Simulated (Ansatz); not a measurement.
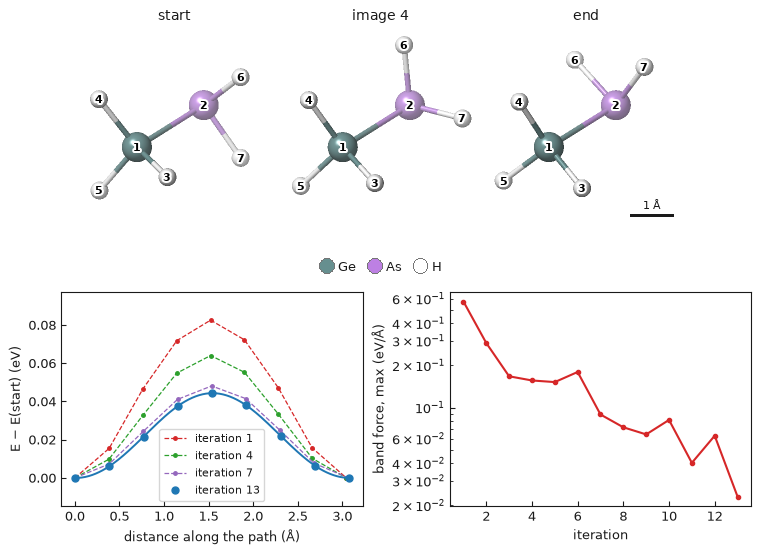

A nudged-elastic-band calculation for GeAsH5. Images are numbered from 0 (start) to 8 (end). The plot follows the band through its iterations. The picture is a ball-and-stick view, seen from a free direction.

Computed with RHF/def2-SVP (Ansatz 0.2.0).

The input:
```yaml
crystal:
  periodic: [false, false, false]
  atoms:
    - { symbol: Ge, position_ang: [-0.396904, -0.662916, -0.487994] }
    - { symbol: As, position_ang: [0.697221, 1.43706, 0.12434] }
    - { symbol: H, position_ang: [-0.565842, -1.60429, 0.710917] }
    - { symbol: H, position_ang: [-1.776205, -0.333832, -1.073277] }
    - { symbol: H, position_ang: [0.455042, -1.354143, -1.560249] }
    - { symbol: H, position_ang: [-0.164084, 1.675448, 1.341897] }
    - { symbol: H, position_ang: [1.812071, 0.774773, 0.898664] }
basis:
  gaussian: { orbitals: def2-SVP }
hamiltonian:
  xc: hf
neb:
  order_check: false
  images: 7
  f_tol: 0.05
  max_iterations: 60
  initial_path: idpp
  max_displacement: 0.5
  optimiser: lbfgs
  final_atoms:
    - { symbol: Ge, position_ang: [-0.30980277, -0.7513925, -0.42090213] }
    - { symbol: As, position_ang: [1.21370739, 0.91058298, 0.52691283] }
    - { symbol: H, position_ang: [-0.05569502, -2.09141176, 0.28032672] }
    - { symbol: H, position_ang: [-1.78183425, -0.35936679, -0.24718114] }
    - { symbol: H, position_ang: [0.00381818, -0.89560494, -1.91517539] }
    - { symbol: H, position_ang: [0.51950237, 2.09261242, -0.10679686] }
    - { symbol: H, position_ang: [0.47160309, 1.02668059, 1.83711397] }
```

Launched with:
```bash
ansatz run input.yaml --threads 1 --pin off --max-ram 2048MiB --backend cpu --events-out ev --progress --plain --runs-dir out
```

### Did the band converge, and can the barrier be trusted?

The run is converged, with reservations. The band converged in 13 iterations. The largest component of the band force went from 0.57 to 0.023 eV/Å. The climbing image converged on the top of the path. Its curvatures weren't checked. The step length is far from the usual. The first iteration put the highest image at 0.083 eV. The barrier is about 0.044 eV in both directions, with image 4 at the top; the ends have the same energy.
